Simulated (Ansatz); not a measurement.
Input file:

```
crystal:
  periodic: [false, false, false]
  atoms:
    - { symbol: Si, position_ang: [-0.024451, -0.099596, -0.743183] }
    - { symbol: Si, position_ang: [-0.088701, 2.044411, -0.084752] }
    - { symbol: O, position_ang: [0.711071, -1.090649, 0.464872] }
    - { symbol: Si, position_ang: [2.024955, -2.146338, 0.814665] }
    - { symbol: O, position_ang: [-1.610235, -0.668986, -1.122451] }
    - { symbol: Si, position_ang: [-2.635368, -1.262611, -2.374544] }
    - { symbol: H, position_ang: [0.748822, -0.144137, -1.99664] }
    - { symbol: H, position_ang: [-0.758221, 2.144797, 1.219985] }
    - { symbol: H, position_ang: [-0.825369, 2.836273, -1.080546] }
    - { symbol: H, position_ang: [1.282238, 2.561564, 0.034354] }
    - { symbol: H, position_ang: [1.9757, -3.329004, -0.059785] }
    - { symbol: H, position_ang: [1.919279, -2.595151, 2.210594] }
    - { symbol: H, position_ang: [3.307945, -1.445867, 0.64762] }
    - { symbol: H, position_ang: [-2.088942, -2.497558, -2.956436] }
    - { symbol: H, position_ang: [-2.817475, -0.242509, -3.419061] }
    - { symbol: H, position_ang: [-3.953929, -1.57194, -1.802773] }
basis:
  gaussian: { orbitals: def2-TZVP }
hamiltonian:
  xc: pbe
relax:
  f_tol: 0.002
  max_steps: 300
output:
  orbitals: {}
```

Launched as:

```sh
ansatz run input.yaml --threads 4 --pin off --max-ram 8192MiB --backend cpu --events-out ev --progress --plain --runs-dir out
```

The fields are those of the relaxed geometry.

Computed with DFT PBE, Gaussian basis def2-TZVP (Ansatz 0.2.0).

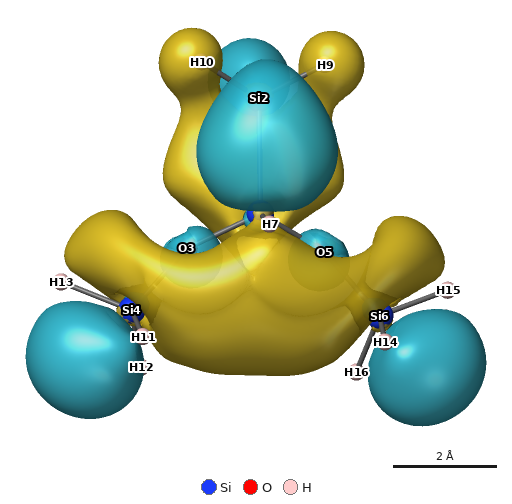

H₁₀O₂Si₄. The LUMO at ±0.06 Å⁻³ᐟ² (yellow and cyan are the two phases), seen across its widest extent.

**Describe this orbital and give its energy.**

It lies mainly on Si1 (about 20 %), Si4 (about 15 %), Si6 (about 15 %) and Si2 (about 15 %). Its energy is −1.25 eV.
